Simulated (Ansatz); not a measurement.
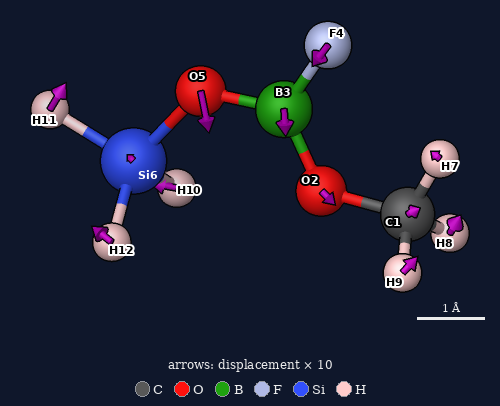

This is a relaxation of CH₆BFO₂Si. The starting structure is drawn; purple arrows show the displacements, 10 times their true length. The two geometries are superimposed by the best rigid fit.

A ball-and-stick model, seen at a tilt.

The start comes from PBE-D4/def2-SVP.

Method: RKS PBE0-D4/def2-TZVP in Ansatz.

Input file:
```yaml
crystal:
  periodic: [false, false, false]
  atoms:
    - {symbol: C, position_ang: [-1.359465, -1.447341, 0.945346]}
    - {symbol: O, position_ang: [-0.435667, -0.596975, 0.281626]}
    - {symbol: B, position_ang: [-0.377167, 0.749956, 0.493544]}
    - {symbol: F, position_ang: [-1.208985, 1.355709, 1.359642]}
    - {symbol: O, position_ang: [0.537022, 1.505733, -0.179108]}
    - {symbol: Si, position_ang: [1.678827, 0.960759, -1.307846]}
    - {symbol: H, position_ang: [-2.015727, -0.884546, 1.640478]}
    - {symbol: H, position_ang: [-0.803661, -2.217799, 1.519015]}
    - {symbol: H, position_ang: [-1.990534, -1.963401, 0.192363]}
    - {symbol: H, position_ang: [2.620837, -0.022913, -0.673704]}
    - {symbol: H, position_ang: [2.435373, 2.176650, -1.749579]}
    - {symbol: H, position_ang: [0.996247, 0.328966, -2.487676]}
basis:
  gaussian: {orbitals: def2-TZVP}
hamiltonian: {xc: pbe0, dispersion: d4}
relax: {f_tol: 0.005, max_steps: 150}
```

What happened in the run?

Answer. The energy falls by 1.39 kcal/mol in 7 geometry steps. Largest force component: 0.64 eV/Å at the start, 0.0037 eV/Å at the end. The atom that moves furthest after the best rigid fit is O5 (0.069 Å). By element the largest moves are O 0.069 Å, H 0.055 Å, F 0.049 Å, B 0.046 Å, C 0.027 Å, Si 0.015 Å. Near-neighbour distances that change, for instance: O5–Si6 1.696 → 1.654 Å, Si6–H10 1.502 → 1.484 Å, C1–H7 1.109 → 1.091 Å, B3–O5 1.364 → 1.352 Å. Among the angles between lasting bonds that change: B3–O5–Si6 127.0° → 130.3°. The run took of the order of 2 core-minutes on a shared host.
